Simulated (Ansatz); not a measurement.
## Molecular dynamics, with input and output: CH5BIIn (part 2 of 2)

Continued. System: CH5BIIn. Method: RKS revPBE-d3bj/def2-SVP (Ansatz 0.2.0). The geometry comes from this level: PBE0-D4/def2-TZVP.

Geometry of the input (Å):
```
B  -0.2275  1.3996  -0.6621
C  0.4487  0.0118  -0.5206
In 0.3963  -1.1679  1.3021
I  -1.5257  -0.6539  -1.2923
H  -0.0542  2.0544  -1.6511
H  -0.8640  1.8431  0.2500
H  1.1295  -0.3044  -1.3101
H  1.1780  -2.6989  1.2767
H  -0.4812  -0.4837  2.6074
```

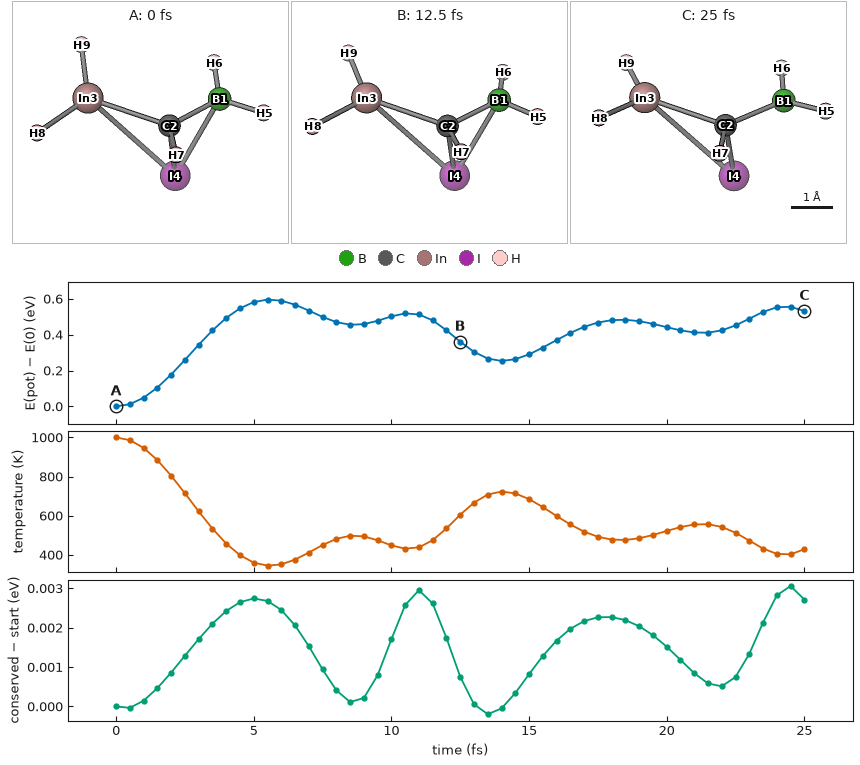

Frames of the molecular dynamics (ball-and-stick, seen at a tilt) above the curves, on which the letters mark them. The trajectory kept here has 51 frames over 25 fs. The temperature starts at 1000 K, ranges from 345 to 1000 K and averages 547 K over the second half. The potential energy ends 0.532 eV above its first value. The conserved quantity stays within 0.0033 eV. After an unweighted best fit of the last frame on the first, the root-mean-square displacement is 0.30 Å, and H9 has moved furthest (0.48 Å).

```
Total energy: -15068.42831218 eV, -553.7545267250 hartree
Atom 0 at    -0.281616     1.491397    -0.795740 Å, force     3.022966    -3.133638    -1.160997 eV/Å
Atom 1 at     0.446534    -0.030680    -0.488585 Å, force    -0.652949     1.824062    -0.165003 eV/Å
Atom 2 at     0.416651    -1.182463     1.327031 Å, force    -0.506730     0.040755     0.929168 eV/Å
Atom 3 at    -1.541252    -0.642326    -1.306342 Å, force    -0.351436    -0.109829    -0.483984 eV/Å
Atom 4 at     0.108098     2.146618    -1.719959 Å, force    -0.022722    -0.006189    -0.586849 eV/Å
Atom 5 at    -0.930736     1.949413    -0.010981 Å, force    -1.662138     0.940716     2.082438 eV/Å
Atom 6 at     1.218735    -0.579142    -1.076619 Å, force    -0.252053     0.747366    -0.601868 eV/Å
Atom 7 at     1.616427    -2.392558     1.450246 Å, force     0.385200    -0.375523     0.010287 eV/Å
Atom 8 at    -0.856594    -0.999926     2.513364 Å, force     0.039862     0.072280    -0.023192 eV/Å
Dipole moment:     0.086693    -0.180706    -0.019832 e Å
```

Trajectory as extended XYZ (Å, eV, eV/Å), 11 of the 51 frames kept, from step=0 to step=50
```
9
Properties=species:S:1:pos:R:3:forces:R:3 step=0 time_fs=0.0 energy=-15068.96039 temperature=1000.0
B    -0.2275    1.3996   -0.6621    0.0030   0.0441   0.0445
C     0.4487    0.0118   -0.5206    0.2409   0.1240   0.1764
In    0.3963   -1.1679    1.3021    0.1051  -0.1097   0.2855
I    -1.5257   -0.6539   -1.2923   -0.5626  -0.2076  -0.2701
H    -0.0542    2.0544   -1.6511    0.0818   0.2810  -0.4133
H    -0.8640    1.8431    0.2500   -0.2587   0.2069   0.3687
H     1.1295   -0.3044   -1.3101    0.4238  -0.1692  -0.4057
H     1.1780   -2.6989    1.2767    0.1300  -0.2850  -0.0092
H    -0.4812   -0.4837    2.6074   -0.1633   0.1155   0.2231
9
Properties=species:S:1:pos:R:3:forces:R:3 step=5 time_fs=2.5 energy=-15068.70087 temperature=714.6
B    -0.2050    1.3537   -0.6689   -2.2886   3.4517   0.6635
C     0.4189    0.0278   -0.5183    1.6021  -1.7589   0.0135
In    0.3982   -1.1685    1.3031   -0.0918   0.2365   0.2651
I    -1.5255   -0.6518   -1.2925   -0.7689  -0.3741  -0.3769
H    -0.0008    2.0162   -1.6798    0.0375   0.0185   0.0572
H    -0.9886    1.9077    0.2291    1.0424  -0.7188  -0.9061
H     1.0908   -0.2051   -1.3652    0.2407  -0.3592   0.2022
H     1.2030   -2.6499    1.3148    0.3746  -0.6590  -0.0568
H    -0.5234   -0.5694    2.6261   -0.1480   0.1633   0.1384
9
Properties=species:S:1:pos:R:3:forces:R:3 step=10 time_fs=5.0 energy=-15068.37853 temperature=360.2
B    -0.1947    1.3265   -0.6725   -3.3227   5.5850   0.1206
C     0.3970    0.0351   -0.5161    2.7439  -3.2199  -0.2561
In    0.4000   -1.1689    1.3043   -0.1453   0.1483   0.4100
I    -1.5256   -0.6498   -1.2928   -0.9232  -0.5000  -0.4734
H     0.0545    1.9798   -1.7058   -0.0612  -0.1176   0.4087
H    -1.0557    1.9330    0.1601    1.3704  -0.9257  -0.8831
H     1.0664   -0.1275   -1.4082    0.0098  -0.5712   0.8324
H     1.2490   -2.6377    1.3497    0.3430  -0.5251  -0.0758
H    -0.5739   -0.6457    2.6524   -0.0147   0.1264  -0.0834
9
Properties=species:S:1:pos:R:3:forces:R:3 step=15 time_fs=7.5 energy=-15068.46132 temperature=450.1
B    -0.2021    1.3290   -0.6754   -2.4484   4.6375  -0.6345
C     0.3882    0.0271   -0.5148    2.3657  -2.6882   0.0813
In    0.4017   -1.1693    1.3057    0.0047  -0.3106   0.6107
I    -1.5261   -0.6480   -1.2935   -0.9937  -0.5747  -0.5630
H     0.1066    1.9380   -1.7099   -0.0911   0.0699   0.2739
H    -1.0455    1.9063    0.0422    0.6276  -0.3368   0.0361
H     1.0454   -0.0844   -1.4060    0.3250  -0.8398   0.5734
H     1.3143   -2.6552    1.3801    0.0709  -0.0376  -0.0868
H    -0.6251   -0.7145    2.6738    0.1393   0.0804  -0.2911
9
Properties=species:S:1:pos:R:3:forces:R:3 step=20 time_fs=10.0 energy=-15068.45816 temperature=448.4
B    -0.2220    1.3561   -0.6823    0.6164   0.9632  -1.9930
C     0.3909    0.0062   -0.5130    0.9610  -0.7760   0.7236
In    0.4034   -1.1698    1.3075    0.2064  -0.7775   0.7763
I    -1.5271   -0.6465   -1.2943   -0.9752  -0.5825  -0.6362
H     0.1537    1.9011   -1.6991   -0.0449   0.4203  -0.1542
H    -1.0067    1.8654   -0.0675   -1.6233   1.2244   1.9380
H     1.0451   -0.0907   -1.3723    0.8381  -0.9315  -0.1793
H     1.3840   -2.6753    1.4054   -0.2017   0.3885  -0.0962
H    -0.6685   -0.7784    2.6785    0.2232   0.0710  -0.3791
9
Properties=species:S:1:pos:R:3:forces:R:3 step=25 time_fs=12.5 energy=-15068.59953 temperature=604.8
B    -0.2399    1.3896   -0.6993    1.1243  -0.7417  -1.2491
C     0.3988   -0.0188   -0.5080    0.3145   0.7785   0.4036
In    0.4053   -1.1707    1.3096    0.3536  -1.0692   0.8811
I    -1.5286   -0.6453   -1.2955   -0.8998  -0.5479  -0.6907
H     0.1978    1.8888   -1.6967   -0.0684   0.6431  -0.4122
H    -1.0502    1.8874   -0.0742   -1.1696   0.9411   1.5034
H     1.0904   -0.1511   -1.3442    0.4878  -0.6795  -0.0171
H     1.4423   -2.6734    1.4249   -0.3356   0.5742  -0.1034
H    -0.6990   -0.8379    2.6611    0.1932   0.1015  -0.3156
9
Properties=species:S:1:pos:R:3:forces:R:3 step=30 time_fs=15.0 energy=-15068.67007 temperature=684.9
B    -0.2523    1.4198   -0.7228   -0.2026  -0.5109   0.4869
C     0.4086   -0.0402   -0.5012    0.4465   1.5567  -0.4521
In    0.4073   -1.1722    1.3122    0.4165  -1.1279   0.8893
I    -1.5305   -0.6443   -1.2970   -0.7929  -0.4883  -0.7196
H     0.2368    1.9132   -1.7162   -0.3129   0.5220  -0.1467
H    -1.1550    1.9607    0.0019    1.1233  -0.4616  -0.4498
H     1.1620   -0.2508   -1.3146   -0.4253  -0.1555   0.6133
H     1.4814   -2.6383    1.4383   -0.2988   0.5109  -0.1022
H    -0.7186   -0.8914    2.6255    0.0462   0.1544  -0.1191
9
Properties=species:S:1:pos:R:3:forces:R:3 step=35 time_fs=17.5 energy=-15068.49254 temperature=492.3
B    -0.2651    1.4471   -0.7443   -0.0790  -0.6472   0.7964
C     0.4204   -0.0540   -0.4963    0.1901   1.9703  -0.5771
In    0.4095   -1.1743    1.3153    0.3348  -0.9034   0.7952
I    -1.5328   -0.6436   -1.2989   -0.6420  -0.3809  -0.7029
H     0.2566    1.9677   -1.7433   -0.6230   0.1686   0.3430
H    -1.2014    2.0115    0.0579    1.7862  -0.9144  -1.1728
H     1.2114   -0.3604   -1.2524   -0.7270   0.2879   0.4755
H     1.5036   -2.5737    1.4457   -0.0826   0.2182  -0.0797
H    -0.7358   -0.9356    2.5830   -0.1575   0.2010   0.1223
9
Properties=species:S:1:pos:R:3:forces:R:3 step=40 time_fs=20.0 energy=-15068.51841 temperature=522.1
B    -0.2781    1.4707   -0.7617    0.7578  -1.1295   0.5003
C     0.4330   -0.0580   -0.4940   -0.6517   2.3316  -0.0081
In    0.4120   -1.1768    1.3188    0.0355  -0.4562   0.7252
I    -1.5354   -0.6431   -1.3011   -0.5000  -0.2915  -0.6547
H     0.2406    2.0329   -1.7520   -0.6693  -0.0992   0.4461
H    -1.1462    2.0106    0.0482    1.2722  -0.7167  -0.8835
H     1.2216   -0.4549   -1.1651   -0.2291   0.3620  -0.3443
H     1.5216   -2.4966    1.4485    0.2611  -0.2077  -0.0337
H    -0.7620   -0.9682    2.5471   -0.2765   0.2072   0.2526
9
Properties=species:S:1:pos:R:3:forces:R:3 step=45 time_fs=22.5 energy=-15068.50879 temperature=513.2
B    -0.2865    1.4876   -0.7767    2.4592  -2.3807  -0.7355
C     0.4424   -0.0503   -0.4919   -1.1673   2.4388   0.3045
In    0.4144   -1.1796    1.3227   -0.3558  -0.0517   0.7925
I    -1.5382   -0.6426   -1.3036   -0.4001  -0.2028  -0.5773
H     0.1860    2.0934   -1.7365   -0.3972  -0.1404   0.0378
H    -1.0217    1.9709   -0.0071   -0.6129   0.3229   0.8729
H     1.2176   -0.5285   -1.0968    0.1616   0.3459  -0.8805
H     1.5547   -2.4310    1.4492    0.5059  -0.4891   0.0088
H    -0.8038   -0.9886    2.5253   -0.1934   0.1571   0.1768
9
Properties=species:S:1:pos:R:3:forces:R:3 step=50 time_fs=25.0 energy=-15068.42825 temperature=428.7
B    -0.2816    1.4914   -0.7957    3.0230  -3.1336  -1.1610
C     0.4465   -0.0307   -0.4886   -0.6529   1.8241  -0.1650
In    0.4167   -1.1825    1.3270   -0.5067   0.0408   0.9292
I    -1.5413   -0.6423   -1.3063   -0.3514  -0.1098  -0.4840
H     0.1081    2.1466   -1.7200   -0.0227  -0.0062  -0.5868
H    -0.9307    1.9494   -0.0110   -1.6621   0.9407   2.0824
H     1.2187   -0.5791   -1.0766   -0.2521   0.7474  -0.6019
H     1.6164   -2.3926    1.4502    0.3852  -0.3755   0.0103
H    -0.8566   -0.9999    2.5134    0.0399   0.0723  -0.0232
```

Results in brief

| quantity | value |
| --- | --- |
| outcome | finished |
| mean temperature over the second half | 547 K |
| trajectory | 50 steps, 25 fs |
| ensemble | nvt_nose_hoover |
| temperature in the input | 1000 K |
| time step | 0.5 fs |
| potential energy (last step) | −15068.4283 eV |
| mean-field energy (last step) | −15067.9110 eV |
| dispersion energy (last step) | −0.5173 eV |
| SCF solution under orbital rotations (last step) | stable |
| largest force (length of the vector) (last step) | 4.506 eV/Å |
| dipole moment (last step) | 0.97 D |
| hardware | 4 threads of AMD EPYC, 23 GiB of memory available, shared host |
| wall time | 46 s (CPU time 2.8 min) |
| peak memory | 0.18 GiB |

So short a trajectory is not equilibrated. The temperature stays far from the 1000 K of the thermostat over the second half: the run isn't equilibrated.
